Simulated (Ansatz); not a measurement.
**AlH$_{2}$NS (SMILES [NH-][Al+][SH]): density, localisation and related maps**

Input file:

```
crystal:
  periodic: [false, false, false]
  atoms:
    - {symbol: Al, position_ang: [0.485652, -0.190381, 0.312767]}
    - {symbol: N, position_ang: [-0.166420, -0.743663, -1.141481]}
    - {symbol: S, position_ang: [2.042442, 0.590461, 1.656982]}
    - {symbol: H, position_ang: [-1.105630, -1.092414, -1.366502]}
    - {symbol: H, position_ang: [1.643585, 1.880908, 1.445760]}
basis:
  gaussian:
    orbitals: def2-TZVPD
hamiltonian:
  xc: pbe0
output:
  forces: true
  orbitals: {seedname: orbitals}
```

Command:

```sh
ansatz run input.yaml --threads 1 --pin off --max-ram 2610MiB --events-out events.jsonl --progress --plain --runs-dir runs
```

Geometry: BLYP-D3(BJ)/def2-SVP.

Method: Ansatz, isolated molecule in a Gaussian basis; Kohn-Sham density functional theory, functional PBE0.

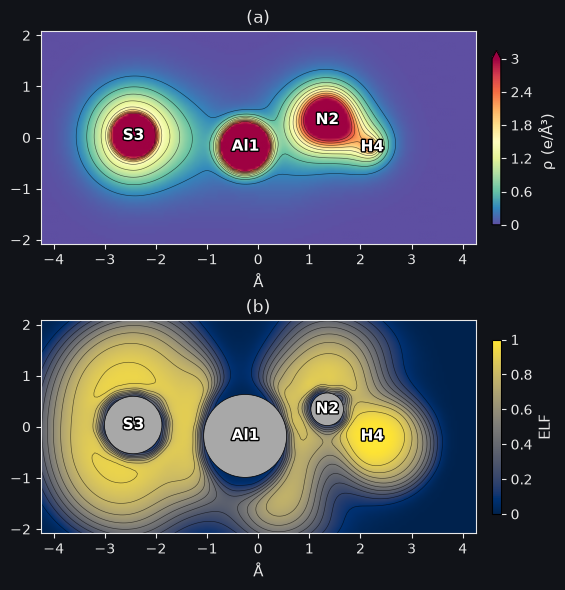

Figure 1. (a) electron density; (b) ELF on the plane of atoms Al1, N2 and H4. Grey discs cover the atomic cores in the ELF map.

Question: What does the map show?

Answer:
- The plane passes through Al, N, S and H nuclei.
- Al–N (1.69 Å): ρ at the midpoint is about 0.94 e/Å³; the ELF peaks at about 0.85 in the valence shell of N, 0.6 Å from its nucleus, and is about 0.50 at the midpoint.
- Al–S (2.20 Å): the density is about 0.66 e/Å³ at the midpoint; the ELF peaks at about 0.90 in the valence shell of S, 1.0 Å from its nucleus, and is about 0.85 at the midpoint.
- N–H (1.03 Å): ρ is about 2.8 e/Å³ halfway; the ELF climbs to about 1 towards the hydrogen, as it does in any bond to H: an ordinary covalent bond to hydrogen.
- The ELF also peaks beside S3 and N2, away from the bonds: lone-pair regions.

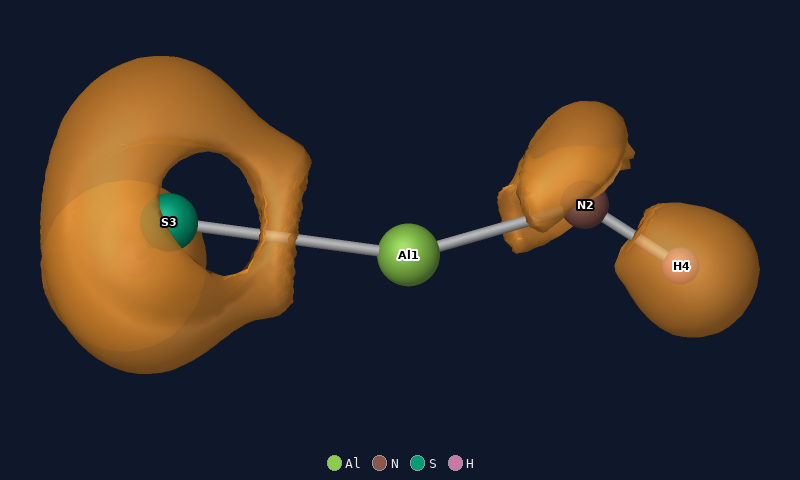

Figure 2. Isosurface of the ELF at 0.85 (orange), seen from one side. Only the valence region is drawn (cores and ρ < 0.01 e/Å³ removed).

Question: Where are the electrons localised?

Answer: At this value the surface marks out two regions around hydrogen nuclei, one region on S in which the atom's valence shell and bonds are merged and one lobe on N, pointing away from the bonds (lone pairs).

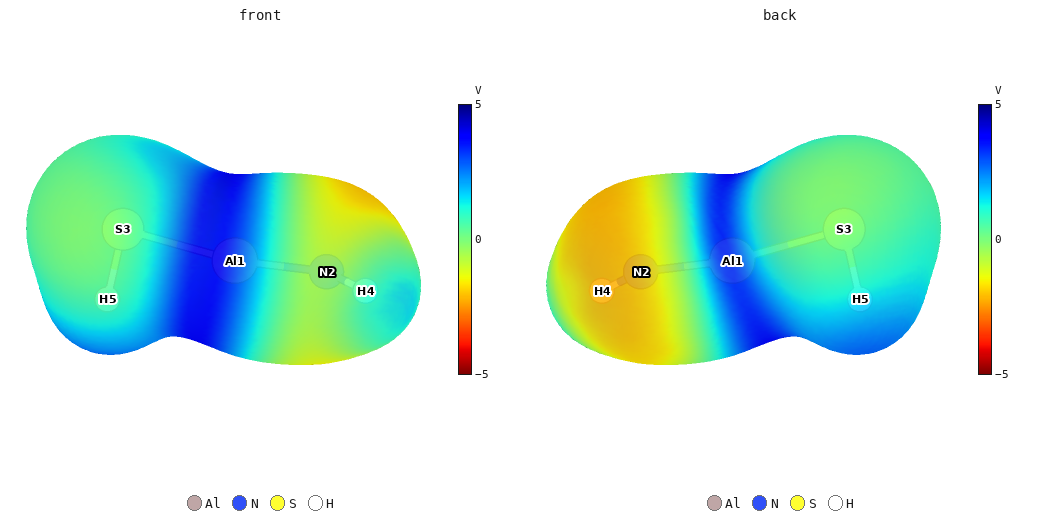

Figure 3. The molecular electrostatic potential painted on the density surface at 0.004 e/bohr³, seen from the front and from behind; red is negative and blue positive.

Question: Describe the electrostatic potential map.

Answer: The most negative region (about −2.2 V) lies over N2, the most positive (about +4.0 V) over Al1. N2 is the likeliest acceptor of a hydrogen bond.

Question: What dipole moment does the calculation give?

Answer: Its dipole moment is 3.16 D.

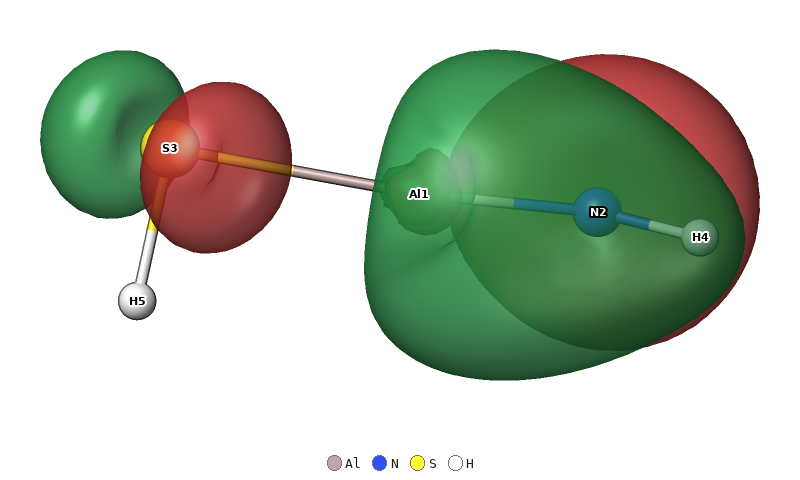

Figure 4. The HOMO−1 at ±0.08 Å⁻³ᐟ² (green and red are the two phases), seen across its widest extent.

Question: Describe this orbital and give its energy.

Answer: By Hirshfeld shares it lies mainly on N2 (about 65 %) and Al1 (about 25 %). Its energy is −6.98 eV.
